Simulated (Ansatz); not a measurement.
# Si2W (I4/mmm) under biaxial strain in the (001) plane, that of a and b, part 2 of 3

Aim: how do the optical modes of Si2W (I4/mmm) shift and split under this strain?

Ansatz 0.2.0; DFT PBEsol, scalar-relativistic, plane waves, PAW; PAW set soft_1.

So far. Step 3 (Tight relaxation): The largest force component left is 0.18 meV/Å and the pressure is 0.000 GPa, within the tolerances set. The cell now holds 13.36 Å³/atom.

## Step 4: Modes at rest

Phonons follow from the second derivative of the energy, found here by linear response.

The modes at rest are the reference of the series.

Input file input.yaml:

```yaml
crystal:
  lattice:
    - [-1.6014718129, 1.6014718129, 3.9079583359]
    - [1.6014718129, -1.6014718129, 3.9079583359]
    - [1.6014718129, 1.6014718129, -3.9079583359]
  atoms:
    - { symbol: Si, position: [0.3345353614, 0.3345353614, 0.0] }
    - { symbol: Si, position: [0.6654646386, 0.6654646386, 0.0] }
    - { symbol: W, position: [0.0, 0.0, 0.0] }
kpoints:
  mp_grid: { grid: [20, 20, 20] }
hamiltonian:
  xc: pbesol
  pseudopotentials: { kind: paw, azcp: { folder: soft_1 }, xc_functional: pbe }
scf:
  occupations: { method: methfessel_paxton, width: 0.2 }
output:
  eigenvalues: true
phonons:
  method: dfpt
```

Command:

```
$ ansatz run input.yaml --threads 4 --pin off --max-ram 10240MiB --backend cpu --events-out ev --progress --plain --runs-dir out
```

Numbers of over 12 decimals in the logs are rounded to 6 here.

The log of the run:

```text
zone centre: on kpoints.mp_grid the ground state, and the responses unless they are solved on pairs of k-points, stand on 1166 of the mesh's 8000 k-points, reduced under 4 symmetry operations, with k and −k counted as one. Each operation leaves every solved displacement unchanged or reverses it
[...]
Crystal: 3 atoms, lattice volume = 40.091 Å³
Basis set: ecut = 420 eV, 769 PW (Γ), exchange–correlation on 64×64×64 points (8 copies of the dense FFT grid, shifted against one another)
Bands: 15, of which v1, the nominal top of the filled ones, is band 11 counted from 1 (10 counted from 0)
Symmetry: 16 space group operations
k-points: 1166 of 8000 (irreducible under 4 space group operations, time reversal used)
[...]
SCF iter   1: F=—  HF=-11502.241113 eV  |F-HF|=—  |Δ(HF+E_count)|=         —  Δρ=4.97e-2  dr2=9.78e-1  ethr=3.10e-3  ⟨swp⟩=5.3  Hψ=101972  notcnv=0
[...]
SCF iter   9: F=-11501.910907 eV  HF=-11501.910907 eV  |F-HF|=1.82e-12  |Δ(HF+E_count)|=  3.64e-12  S|Δr|=    0.00e0  Δρ=3.08e-8  dr2=5.39e-13  ethr=1.00e-12  ⟨swp⟩=5.2  Hψ=72977  notcnv=0
SCF 1 converged in 9 iterations: F = -11501.910907 eV  dr2 = 5.39e-13
[...]
DFPT response loops at Γ: preconditioner auto → Kerker (q_TF=auto, 2.469 Å⁻¹) (partly filled bands, converged f_vac=0.000); β = 1.00, the filter's whole step (`scf.mixing.beta` (0.50) is not read by the response loops under this deck's `scf.mixing.preconditioner`; to damp them name `kerker` or `kerker_dos`, under which they read `scf.mixing.beta`, and type it under 1.00, their step now; both keys bind the ground state too); Broyden in place of MSR1
SCF converged after 9 iterations
[...]
Free energy (F): -11501.910907 eV
[...]
Internal energy: -11501.911976 eV  (E = F + TS)
E sigma→0 (E₀):  -11501.911174 eV
Entropy (-TS):   0.001069 eV (0.356 meV/atom)
Fermi energy:    16.699239 eV
[...]
--- Band table (eV; the first three rows and the last of 1166) ---
  k-point 0: bands = [... 7 lower, 13.3200, 13.8545, 13.8545, 17.3462, 19.5383, 19.5972, 19.8483, 19.8483]
  k-point 1: bands = [... 7 lower, 13.3397, 13.6353, 14.1838, 16.9185, 19.4088, 19.8589, 19.9098, 19.9319]
  k-point 2: bands = [... 7 lower, 13.0952, 13.4011, 14.6684, 15.9504, 19.2005, 20.0757, 20.1148, 20.4343]
  k-point 1165: bands = [... 7 lower, 14.1012, 15.8995, 15.8995, 16.2048, 16.2048, 17.5248, 21.2373, 21.6898]
--- Phonons (Γ-DFPT): 4 representative perturbations + reference, on 1166 of 8000 k-points (Σ response iterations 12) ---
  k mesh reduced under 4 symmetry operations, with k and −k counted as one. Each operation leaves every solved displacement unchanged or reverses it
  ASR residual: 1.183e-5 → 0.000e0 eV/Å²; symmetrization residual: 1.644e-6 eV/Å²
  ASR residual per site (eV/Å²): 6.90e-6 6.90e-6 1.18e-5
  Γ frequencies (cm⁻¹): 0.00 0.00 0.00 262.19 262.19 305.43 341.06 341.06 449.04
  non-analytic LO–TO correction: not included (Born effective charges unavailable; polar crystals: no LO–TO splitting at Γ)
```

The job ended after 98 s (4 threads of Arm Neoverse V1, shared host; peak memory 2.1 GiB).

Numbers from this step:

```
sum-rule residual before enforcement                    : 1.18e-5 eV/Å²
point group                                             : 4/mmm
highest optical mode at the zone centre (no LO-TO term) : 449.0 cm⁻¹
lowest optical zone-centre mode                         : 262.2 cm⁻¹
```

Patterns of degenerate modes are one choice out of their space. The modes at Γ (shares of kinetic energy by element, %):

| mode | frequency (cm⁻¹) | symmetry | Si % | W % |
| --- | --- | --- | --- | --- |
| 1 | 0.0 | acoustic | 23 | 77 |
| 2 | 0.0 | acoustic | 23 | 77 |
| 3 | 0.0 | acoustic | 23 | 77 |
| 4 | 262.2 | Eu | 77 | 23 |
| 5 | 262.2 | Eu | 77 | 23 |
| 6 | 305.4 | A2u | 77 | 23 |
| 7 | 341.1 | Eg | 100 | 0 |
| 8 | 341.1 | Eg | 100 | 0 |
| 9 | 449.0 | A1g | 100 | 0 |

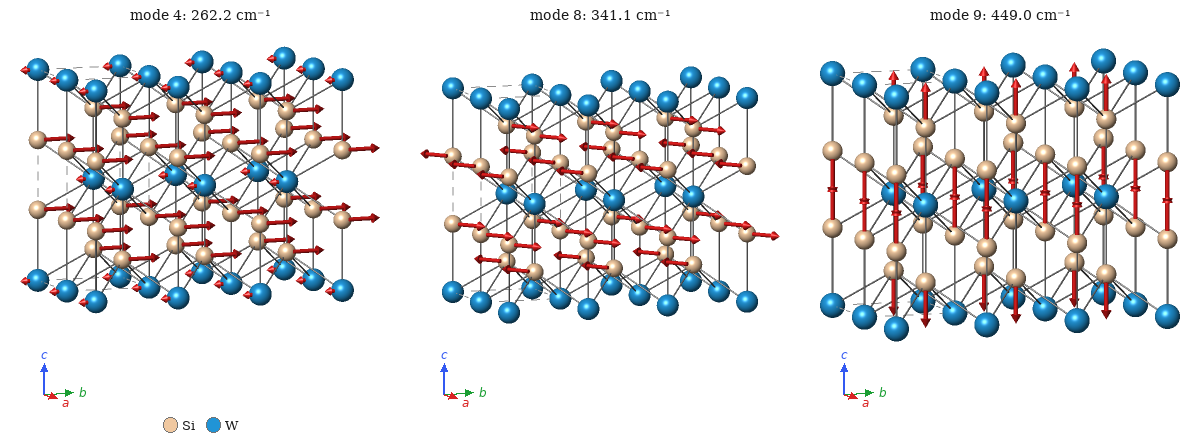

Displacement patterns of modes 4, 8 and 9 at Γ; arrows are exaggerated. 2×3×1 conventional cells are drawn. Some periodic images of atoms are drawn too.

Before it was imposed, the acoustic sum rule was missed by 1.2e-5 eV/Å². Small misses are needed for a sound result but don't prove that mesh and cutoff are converged. The lowest optical mode is real, 262 cm⁻¹.

## Step 5: A member of the series: biaxial strain of +4 % in the (001) plane, that of a and b

The cell takes a biaxial strain of +4 % in the (001) plane, that of a and b. The strained lengths are held, while the rest of the cell and the atoms relax.

input.yaml, the sections that differ from step 4:

```yaml
crystal:
  lattice:
    - [-1.6655306853, 1.6655306853, 3.8717279624]
    - [1.6655306853, -1.6655306853, 3.8717279624]
    - [1.6655306853, 1.6655306853, -3.8717279624]
  atoms:
    - { symbol: Si, position: [0.3350876947, 0.3350876947, 0.0] }
    - { symbol: Si, position: [0.6649123053, 0.6649123053, 0.0] }
    - { symbol: W, position: [0.0, 0.0, 0.0] }
  conventional_axes: [[0, 1, 1], [1, 0, 1], [1, 1, 0]]
output:
  forces: true
  stress: true
  eigenvalues: true
relax:
  adjacent_minimum: "off"
  f_tol: 0.001
  max_steps: 60
  cell: { stress_tol: 0.01, fix: [a, b, gamma] }
# kpoints, hamiltonian, scf: as in step 4
# phonons: removed
```

The log of the run:

```text
[...]
Crystal: 3 atoms, lattice volume = 42.961 Å³
Basis set: ecut = 420 eV, 849 PW (Γ), exchange–correlation on 64×64×64 points (8 copies of the dense FFT grid, shifted against one another)
Bands: 15, of which v1, the nominal top of the filled ones, is band 11 counted from 1 (10 counted from 0)
Symmetry: 16 space group operations
[...]
k-points: 641 of 8000
[...]
--- Relaxed structure (5 steps of the walk, 5 accepted, 1 SCFs on fresh bases) ---
[...]
cell:  # Å, volume = 42.8470 Å³
    - [-1.6655306853, 1.6655306853, 3.861491]
    - [1.6655306853, -1.6655306853, 3.861491]
    - [1.6655306853, 1.6655306853, -3.861491]
  atoms:
    - { symbol: Si, position: [0.335240, 0.335240, 0] }
    - { symbol: Si, position: [0.664760, 0.664760, 0] }
    - { symbol: W, position: [0, 0, 0] }
[key lines of the parts left out:]
SCF converged after 4 iterations
Free energy (F): -11501.715847 eV
Fermi energy:    15.313792 eV
P = ⅓ Tr σ = -12.0322 GPa (-120.322 kbar)
```

It took 40 s on 4 threads; peak memory 0.68 GiB; 2.6 min of CPU time.

The steps of the relaxation:

| step | energy less that of the first step (eV) | largest force component (eV/Å) | pressure (GPa) | volume (Å³) |
| --- | --- | --- | --- | --- |
| 1 | 0.0000 | 0.0317 | -12.63 | 42.96 |
| 2 | -0.0005 | 0.0015 | -11.82 | 42.81 |
| 3 | -0.0006 | 0.0019 | -12.03 | 42.85 |
| 4 | -0.0006 | 0.0017 | -12.03 | 42.85 |
| 5 | -0.0006 | 0.0000 | -12.03 | 42.85 |
| 6* | -0.0006 | 0.0000 | -12.03 | 42.85 |

Relaxation steps marked * repeat the geometry before them on a plane-wave basis chosen anew for their cell, so energy and pressure can jump there.

Forces are held to the 16 operations that the run works with; a distortion that breaks them can't arise in this run.

| conventional cell, symmetrised | before | after | change |
| --- | --- | --- | --- |
| a (Å) | 3.331 | 3.331 | -0.0 % |
| b (Å) | 3.331 | 3.331 | -0.0 % |
| c (Å) | 7.743 | 7.723 | -0.3 % |
| volume (Å³/atom) | 14.32 | 14.28 | -0.3 % |

The relaxed structure:

```
Si W
1.0
    -1.66553    1.66553    3.86149
     1.66553   -1.66553    3.86149
     1.66553    1.66553   -3.86149
Si W
2 1
Cartesian
  0.0000 0.0000 2.5890
  0.0000 0.0000 5.1339
  0.0000 0.0000 0.0000
```

Numbers from this step:

| Quantity | Value |
| --- | --- |
| pressure | -12.03 GPa |
| volume per atom | 14.28 Å³ |

The largest force component left is 0.038 meV/Å.

## Step 6: Modes of this member: biaxial strain of +4 % in the (001) plane, that of a and b

The zone-centre modes follow for biaxial strain of +4 % in the (001) plane, that of a and b.

input.yaml, the sections that differ from step 5:

```yaml
crystal:
  lattice:
    - [-1.6655306853, 1.6655306853, 3.8614911842]
    - [1.6655306853, -1.6655306853, 3.8614911842]
    - [1.6655306853, 1.6655306853, -3.8614911842]
  atoms:
    - { symbol: Si, position: [0.3352395537, 0.3352395537, 0.0] }
    - { symbol: Si, position: [0.6647604463, 0.6647604463, 0.0] }
    - { symbol: W, position: [0.0, 0.0, 0.0] }
output:
  eigenvalues: true
phonons:
  method: dfpt
# kpoints, hamiltonian, scf: as in step 5
# relax: removed
```

The log of the run:

```text
[...]
Crystal: 3 atoms, lattice volume = 42.847 Å³
Basis set: ecut = 420 eV, 849 PW (Γ), exchange–correlation on 64×64×64 points (8 copies of the dense FFT grid, shifted against one another)
Bands: 15, of which v1, the nominal top of the filled ones, is band 11 counted from 1 (10 counted from 0)
Symmetry: 16 space group operations
k-points: 1166 of 8000 (irreducible under 4 space group operations, time reversal used)
[...]
SCF iter   1: F=—  HF=-11502.092221 eV  |F-HF|=—  |Δ(HF+E_count)|=         —  Δρ=5.06e-2  dr2=1.20e0  ethr=3.10e-3  ⟨swp⟩=5.1  Hψ=100581  notcnv=0
[...]
SCF iter   9: F=-11501.715847 eV  HF=-11501.715847 eV  |F-HF|=3.64e-12  |Δ(HF+E_count)|=  2.55e-11  S|Δr|=    0.00e0  Δρ=3.42e-8  dr2=4.85e-13  ethr=1.00e-12  ⟨swp⟩=5.1  Hψ=69816  notcnv=0
the search or the solves at the SCF's close seem to have found levels that the self-consistency loop had missed (the run counts 4). By its estimate they hold under 1e-12 electrons; where the run keeps them, the occupations were computed again with them
SCF 1 converged in 9 iterations: F = -11501.715847 eV  dr2 = 4.85e-13
[...]
SCF converged after 9 iterations
[...]
Free energy (F): -11501.715847 eV
[...]
Internal energy: -11501.717584 eV  (E = F + TS)
E sigma→0 (E₀):  -11501.716281 eV
Entropy (-TS):   0.001737 eV (0.579 meV/atom)
Fermi energy:    15.313791 eV
[...]
--- Band table (eV; the first three rows and the last of 1166) ---
  k-point 0: bands = [... 7 lower, 12.4388, 12.5724, 12.5724, 15.7398, 17.6386, 18.0123, 18.0123, 18.5698]
  k-point 1: bands = [... 7 lower, 12.3946, 12.4468, 13.0999, 15.3434, 17.5349, 18.0409, 18.0757, 18.7834]
  k-point 2: bands = [... 7 lower, 11.9442, 12.4752, 13.6951, 14.4419, 17.3515, 18.1434, 18.2468, 19.2596]
  k-point 1165: bands = [... 7 lower, 12.8535, 14.3256, 14.3256, 15.0378, 15.0378, 15.9422, 19.9433, 20.5710]
[...]
ASR residual: 1.348e-5 → 0.000e0 eV/Å²; symmetrization residual: 1.426e-6 eV/Å²
  ASR residual per site (eV/Å²): 1.19e-5 1.19e-5 1.35e-5
  Γ frequencies (cm⁻¹): 0.00 0.00 0.00 211.37 211.37 286.11 286.11 294.40 452.08
[...]
```

Run time: 1.7 min. Hardware: 4 threads; peak memory 2.2 GiB.

This step gave:

* sum-rule residual before enforcement: 1.35e-5 eV/Å²
* highest optical mode at the zone centre (no LO-TO term): 452.1 cm⁻¹
* lowest optical zone-centre mode: 211.4 cm⁻¹

Patterns of degenerate modes are one choice out of their space. The modes at Γ (shares of kinetic energy by element, %):

| mode | frequency (cm⁻¹) | symmetry | Si % | W % |
| --- | --- | --- | --- | --- |
| 1 | 0.0 | acoustic | 23 | 77 |
| 2 | 0.0 | acoustic | 23 | 77 |
| 3 | 0.0 | acoustic | 23 | 77 |
| 4 | 211.4 | Eu | 77 | 23 |
| 5 | 211.4 | Eu | 77 | 23 |
| 6 | 286.1 | Eg | 100 | 0 |
| 7 | 286.1 | Eg | 100 | 0 |
| 8 | 294.4 | A2u | 77 | 23 |
| 9 | 452.1 | A1g | 100 | 0 |

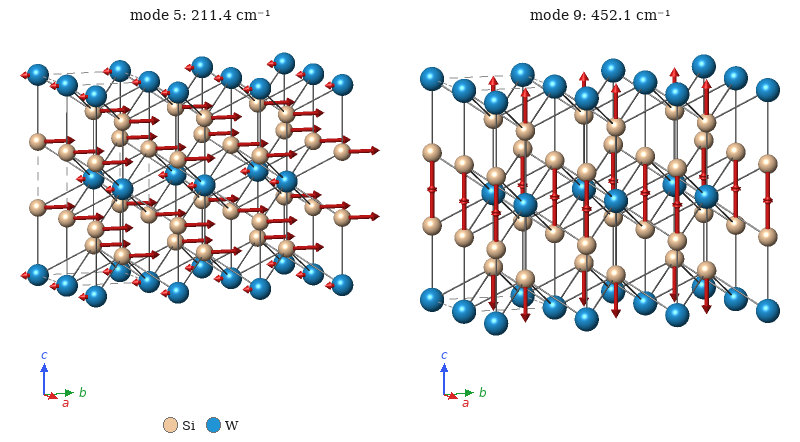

Displacement patterns of modes 5 and 9 at Γ; arrows are exaggerated. 2×3×1 conventional cells are drawn. Some periodic images of atoms are drawn too.

The lowest optical mode is real, 211 cm⁻¹, and the highest lies at 452.1 cm⁻¹.

## Step 7: A member of the series: biaxial strain of -4 % in the (001) plane, that of a and b

The cell takes a biaxial strain of -4 % in the (001) plane, that of a and b. The strained lengths are held, while the rest of the cell and the atoms relax.

input.yaml, the sections that differ from step 6:

```yaml
crystal:
  lattice:
    - [-1.5374129405, 1.5374129405, 3.9576253841]
    - [1.5374129405, -1.5374129405, 3.9576253841]
    - [1.5374129405, 1.5374129405, -3.9576253841]
  atoms:
    - { symbol: Si, position: [0.3336698446, 0.3336698446, 0.0] }
    - { symbol: Si, position: [0.6663301554, 0.6663301554, 0.0] }
    - { symbol: W, position: [0.0, 0.0, 0.0] }
  conventional_axes: [[0, 1, 1], [1, 0, 1], [1, 1, 0]]
output:
  forces: true
  stress: true
  eigenvalues: true
relax:
  adjacent_minimum: "off"
  f_tol: 0.001
  max_steps: 60
  cell: { stress_tol: 0.01, fix: [a, b, gamma] }
# kpoints, hamiltonian, scf: as in step 6
# phonons: removed
```

The log of the run:

```text
[...]
--- Relaxed structure (4 steps of the walk, 4 accepted, 1 SCFs on fresh bases) ---
[...]
cell:  # Å, volume = 37.6193 Å³
    - [-1.5374129405, 1.5374129405, 3.978965]
    - [1.5374129405, -1.5374129405, 3.978965]
    - [1.5374129405, 1.5374129405, -3.978965]
  atoms:
    - { symbol: Si, position: [0.333293, 0.333293, 0] }
    - { symbol: Si, position: [0.666707, 0.666707, 0] }
    - { symbol: W, position: [0, 0, 0] }
[key lines of the parts left out:]
SCF converged after 5 iterations
Free energy (F): -11501.679970 eV
Fermi energy:    18.115834 eV
P = ⅓ Tr σ = 16.2664 GPa (162.664 kbar)
```

Wall time 25 s (4 threads); peak memory 0.62 GiB.

Relaxation path:

| step | energy less that of the first step (eV) | largest force component (eV/Å) | pressure (GPa) | volume (Å³) |
| --- | --- | --- | --- | --- |
| 1 | 0.0000 | 0.0758 | 17.99 | 37.42 |
| 2 | -0.0020 | 0.0056 | 15.93 | 37.66 |
| 3 | -0.0021 | 0.0066 | 16.25 | 37.62 |
| 4 | -0.0021 | 0.0000 | 16.27 | 37.62 |
| 5* | -0.0021 | 0.0000 | 16.27 | 37.62 |

Relaxation steps marked * repeat the geometry before them on a plane-wave basis chosen anew for their cell, so energy and pressure can jump there.

Forces are held to the 16 operations that the run works with; a distortion that breaks them can't arise in this run.

| conventional cell, symmetrised | before | after | change |
| --- | --- | --- | --- |
| a (Å) | 3.075 | 3.075 | +0.0 % |
| b (Å) | 3.075 | 3.075 | +0.0 % |
| c (Å) | 7.915 | 7.958 | +0.5 % |
| volume (Å³/atom) | 12.47 | 12.54 | +0.5 % |

The relaxed structure:

```
Si W
1.0
    -1.53741    1.53741    3.97897
     1.53741   -1.53741    3.97897
     1.53741    1.53741   -3.97897
Si W
2 1
Cartesian
  0.0000 0.0000 2.6523
  0.0000 0.0000 5.3056
  0.0000 0.0000 0.0000
```

Numbers from this step:

```yaml
pressure: 16.27 GPa
volume_per_atom: 12.54 Å³
```

The largest force component left is 0.016 meV/Å.

[end of part 2 of 3]

[Logs are printed without paths, hosts, clocks, repeated set-up lines and the standing remarks that a program may print on its own settings, such as how far it seeks lower states.]

[Hosts, paths, dates, database ids (printed as entryN), source tags and the programs' standing remarks are cut or masked in the printed files.]
